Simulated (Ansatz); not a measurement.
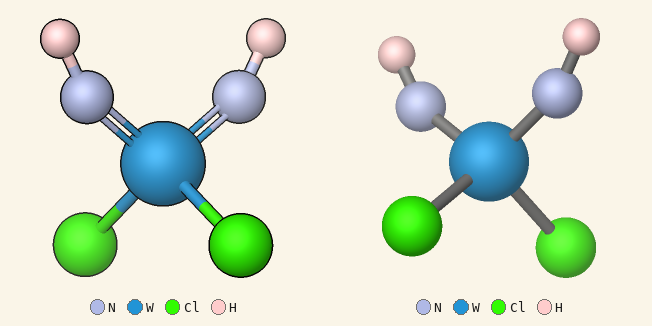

Both panels show the same species.

The species is neutral and a spin singlet. The computed structure is the end point of a PBE0-D4/def2-TZVP optimisation.

Describe the molecule.

The molecule is Cl2H2N2W. As SMILES it reads `[NH]=[W](=[NH])([Cl])[Cl]`. This geometry has C2v symmetry. Coordination: 2 N bent; 1 W tetrahedral.

The parts below concern this one geometry. Atoms keep their numbers from picture to picture.

**Geometry**

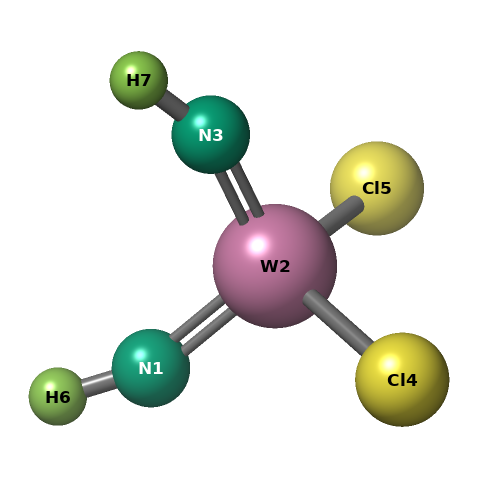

Numbered structure.

Which atoms are bonded, and how long are the bonds?

```csv
bond,length (Å)
N1–W2,1.737
N1–H6,1.009
W2–N3,1.737
W2–Cl4,2.277
W2–Cl5,2.277
N3–H7,1.009
```

**Thermal motion**

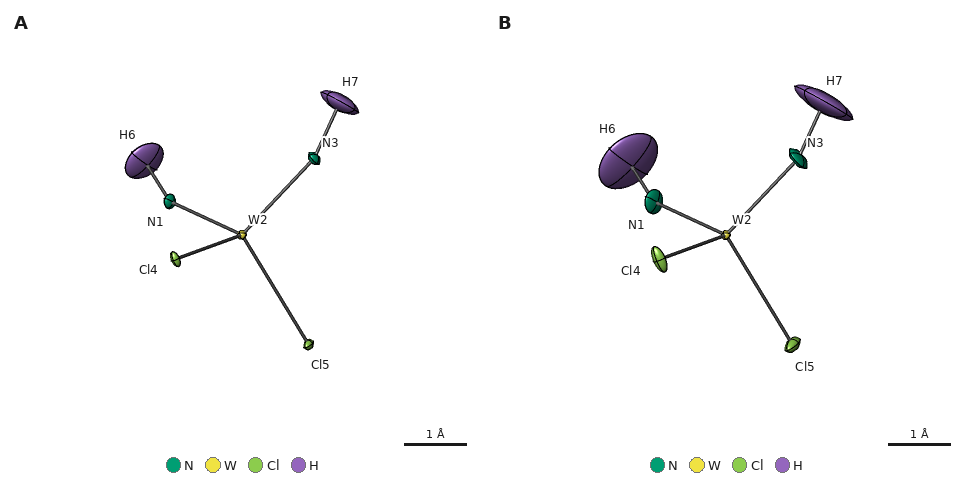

Displacement ellipsoids at the 50 % level, from the internal vibrations of the free molecule (harmonic, no overall translation or rotation; no half-axis is drawn under 0.075 Å). Vibrations computed with RKS PBE0-D4/def2-TZVP, core potentials on W (Ansatz 0.2.0). One panel is for 298 K, the other for 900 K.

Which panel is for 900 K?

Answer. B.

How much does the mean-square displacement of Cl4 grow, and why?

Answer. U_eq goes from 0.0035 to 0.0101 Å², a factor of 2.9. Modes below kT (626 cm⁻¹ at 900 K) grow about in proportion to T, and the lowest lies at 110 cm⁻¹; the mean-square amplitude of a mode is its zero-point value times coth(ħω/2kT), which comes close to 1 only above about 3kT.

**Electronic properties**

Properties computed with RKS r2SCAN0-D4/def2-TZVPP, core potentials on W (Ansatz 0.2.0).

Predict the main results.

- HOMO energy (Kohn–Sham orbital): −8.45 eV
- LUMO energy (Kohn–Sham orbital): −2.31 eV
- HOMO–LUMO gap: 6.13 eV
- dispersion correction: −6.8 kJ/mol

**Vibrations**

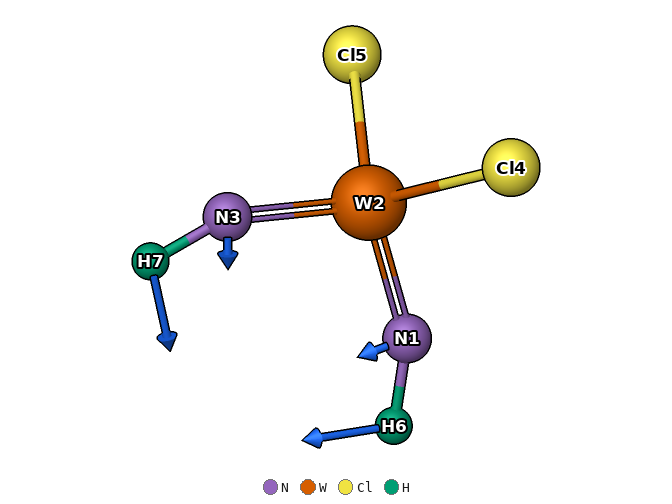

The arrows show one normal mode. Harmonic vibrations computed with RKS PBE0-D4/def2-TZVP, core potentials on W (Ansatz 0.2.0) at a stationary point of the same level.

Estimate its harmonic wavenumber.

Answer. 300 cm⁻¹; it is mode 5 of 15 counted from the lowest.

**Charges**

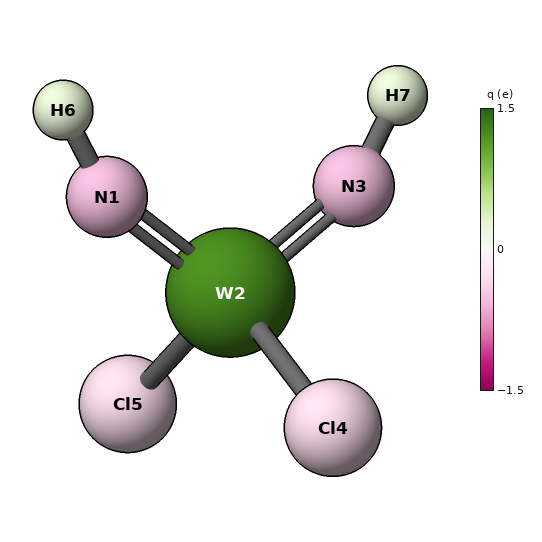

Atoms are coloured by their Mulliken charges. Level of theory: RKS PBE0-D4/def2-TZVP, core potentials on W (Ansatz 0.2.0).

List the Mulliken charges.

```tsv
atom	value (e)
N1	−0.54
W2	1.20
N3	−0.54
Cl4	−0.32
Cl5	−0.32
H6	0.26
H7	0.26
```

Mulliken values depend strongly on the basis set and can even reverse the polarity of a bond.
